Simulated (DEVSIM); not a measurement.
System: abrupt Si p-n junction, at 400 K.

| layer (left to right) | material | thickness (μm) | Nd (cm⁻³) | Na (cm⁻³) | τn (s) | τp (s) |
|---|---|---|---|---|---|---|
| 1 | Si | 23.0 | - | 1.9e15 | 5.9e-5 | 5.9e-5 |
| 2 | Si | 0.820 | 4.6e15 | - | 5.9e-5 | 5.9e-5 |

Left contact: ohmic. Right contact: ohmic. Voltage is applied to the left contact. Recombination: SRH at mid-gap. Mobility is constant in doping.

This is a model device: material constants are rounded textbook-type values typed into the input, and sizes, dopings and lifetimes were drawn at random. Values at 300 K; Nc and Nv go as T^1.5, mobilities as T to minus their exponent, the gap by Varshni's rule with the affinity fixed.

```csv
parameter,Si
gap (eV),1.124
affinity (eV),4.05
permittivity,11.7
Nc (cm⁻³),2.86e19
Nv (cm⁻³),3.1e19
μn (cm²/Vs),1417
μp (cm²/Vs),470
T exponent of μn,2.3
T exponent of μp,2.2
Varshni α (eV/K),0.000473
Varshni β (K),636
```

DEVSIM, 1D drift-diffusion, Boltzmann statistics, complete ionisation; no tunnelling, impact ionisation, image-force lowering or self-heating.

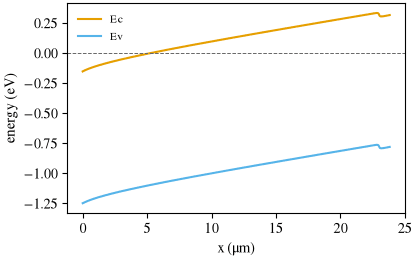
Fig. 1. Band edges at 0.9 V on the left contact

Energies count from the Fermi level of the right contact; mesh points crowd at the junctions.

```
x (μm)   Ec (eV)  Ev (eV)  n (cm⁻³)  p (cm⁻³)  field (V/cm)
-------  -------  -------  --------  --------  ------------
0.000     -0.153   -1.249    1.7e10    1.9e15           530
0.03027   -0.151   -1.248    3.3e13    1.9e15           530
0.09374   -0.148   -1.244    9.7e13    2.0e15           520
0.2420    -0.140   -1.237    2.3e14    2.1e15           480
0.7431    -0.120   -1.216    5.5e14    2.4e15           370
1.709     -0.088   -1.184    9.3e14    2.8e15           290
3.733     -0.035   -1.132    1.4e15    3.3e15           240
11.26      0.121   -0.976    1.9e15    3.8e15           190
17.49      0.237   -0.860    2.1e15    4.0e15           180
20.57      0.293   -0.803    2.1e15    4.0e15           180
21.94      0.318   -0.778    2.1e15    4.0e15           180
22.65      0.331   -0.766    2.1e15    4.0e15           170
22.85      0.333   -0.764    2.2e15    3.8e15           -86
22.95      0.328   -0.768    2.6e15    3.2e15         -1100
23.00      0.319   -0.777    3.5e15    2.3e15         -2800
23.02      0.313   -0.784    4.2e15    1.9e15         -1900
23.08      0.306   -0.790    5.2e15    1.5e15          -610
23.19      0.304   -0.792    5.6e15    1.1e15            59
23.52      0.310   -0.787    5.2e15    5.7e14           190
23.70      0.313   -0.783    4.8e15    2.5e14           220
23.78      0.315   -0.781    4.7e15    9.0e13           230
23.82      0.316   -0.780    4.6e15     7.0e9           230
```
